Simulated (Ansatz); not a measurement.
# BClH3Sb: how energies converge with the basis set

How large a basis does BClH3Sb need? Two functionals are run in growing sets.

Computed with Ansatz 0.2.0, Gaussian basis. Level: one geometry, several basis sets.

Plan: PBE0-D4/def2-SVP; ωB97M-V/def2-SVP; PBE0-D4/def2-QZVPP; ωB97M-V/def2-QZVPP; the functionals' def2-TZVPP values are taken from earlier runs.

## (1) The geometry

The geometry comes from an earlier relaxation with PBE0-D4 in a triple-zeta def2 set; it is a stationary point. Sb takes the def2 core potential; no spin-orbit term is included.

6 atoms, charge 0, spin multiplicity 1.

Atoms are counted from 1 here; the program's logs count them from 0.

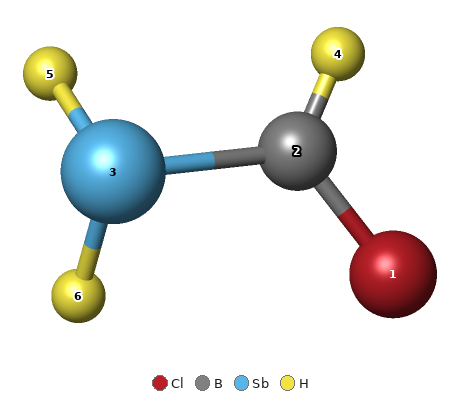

The geometry (chlorine red, boron grey, antimony blue, hydrogen yellow); atoms are numbered from 1 in the order of the file.

## (2) PBE0-D4 in def2-SVP

Input file in.yaml:

```yaml
crystal:
  periodic: [false, false, false]
  atoms:
    - {symbol: Cl, position_ang: [-1.493602, -1.574878, 0.832895]}
    - {symbol: B, position_ang: [-0.104339, -0.974113, -0.020505]}
    - {symbol: Sb, position_ang: [0.827744, 0.982907, 0.502802]}
    - {symbol: H, position_ang: [0.389629, -1.702261, -0.825739]}
    - {symbol: H, position_ang: [1.081634, 1.396916, -1.130914]}
    - {symbol: H, position_ang: [-0.658866, 1.807428, 0.595361]}
basis:
  gaussian: {orbitals: def2-SVP}
hamiltonian: {xc: pbe0, dispersion: d4}
output: {orbitals: {seedname: orbitals}}
```

The run is started by

```bash
$ ansatz run in.yaml --threads 2 --pin off --events-out ev --progress --plain --max-ram 4352MiB
```

After this run come: ωB97M-V in def2-SVP; PBE0-D4 in def2-QZVPP; ωB97M-V in def2-QZVPP.

Q: Predict the results of all the runs planned. Wanted: PBE0-D4: double and triple zeta above quadruple; ωB97M-V: double and triple zeta above quadruple.

As calculated:

| quantity | value |
| --- | --- |
| PBE0-D4: double and triple zeta above quadruple | 5.74, 0.46 eV |
| ωB97M-V: double and triple zeta above quadruple | 5.77, 0.44 eV |

In words: For PBE0-D4 the step from double to triple zeta gains 5.29 eV and the next only 0.46 eV. These are total energies; as a rule much of such shifts cancels in differences, which this series doesn't test.
